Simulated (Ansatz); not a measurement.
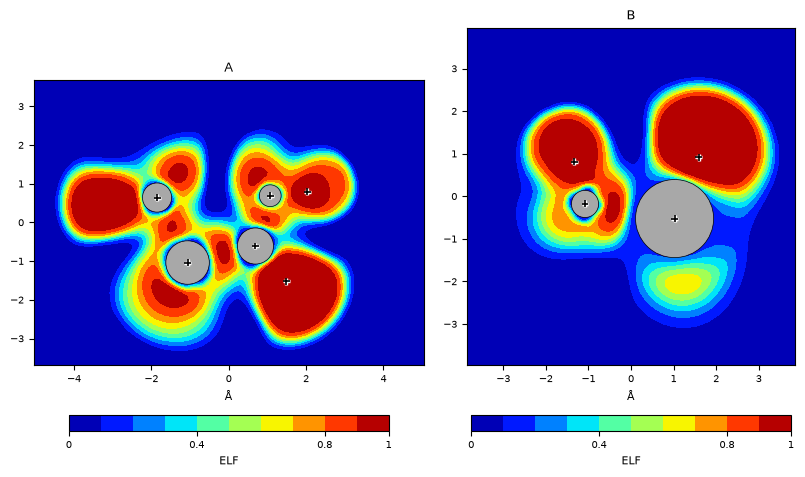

The ELF of 2 systems, each on a plane through atoms (crosses mark nuclei in the plane; grey discs cover the cores).

All numbers below come from RKS r2SCAN/def2-SVP (Ansatz).

System 1: CH$_{5}$BO$_{2}$S, the plane of atoms S3, B2 and H7. 

```yaml
atoms:
  - { symbol: O, position_ang: [-1.1816, 0.6106, -1.1161] }
  - { symbol: B, position_ang: [0.0889, 0.3674, -1.5226] }
  - { symbol: S, position_ang: [1.2227, -0.5414, -0.4511] }
  - { symbol: C, position_ang: [0.1969, -0.7424, 1.0868] }
  - { symbol: O, position_ang: [0.1052, 0.4065, 1.8590] }
  - { symbol: H, position_ang: [-1.6994, 1.0908, -1.7732] }
  - { symbol: H, position_ang: [0.5071, 0.7123, -2.6050] }
  - { symbol: H, position_ang: [-0.8214, -1.0167, 0.7809] }
  - { symbol: H, position_ang: [0.6645, -1.5944, 1.6158] }
  - { symbol: H, position_ang: [1.0002, 0.6563, 2.1284] }
```

System 2: ClGaH$_{5}$N, the plane of atoms Ga1, N5 and H7. 

```xyz
8

Ga    0.0362   -0.1048    0.1665
Cl   -0.1825    0.7188    2.2143
H     1.4743    0.0732   -0.4191
H    -1.2987   -0.0858   -0.6467
N     0.0870   -2.1109    0.8821
H    -0.5810   -2.7471    0.4439
H     1.0129   -2.5393    0.8317
H    -0.1593   -2.0204    1.8719
```

Question: Match each panel to its system.

Answer: Panel A is system 1, CH$_{5}$BO$_{2}$S: the plane holds O, B, S, C and H. B–O (1.36 Å): the ELF peaks at about 0.90 between the atoms; a short, strongly polar bond. Panel B is system 2, ClGaH$_{5}$N: the plane holds Ga, H and N. Ga–N (2.13 Å): the ELF peaks at about 0.95 in the valence shell of N, 0.7 Å from its nucleus, and is about 0.30 at the midpoint.
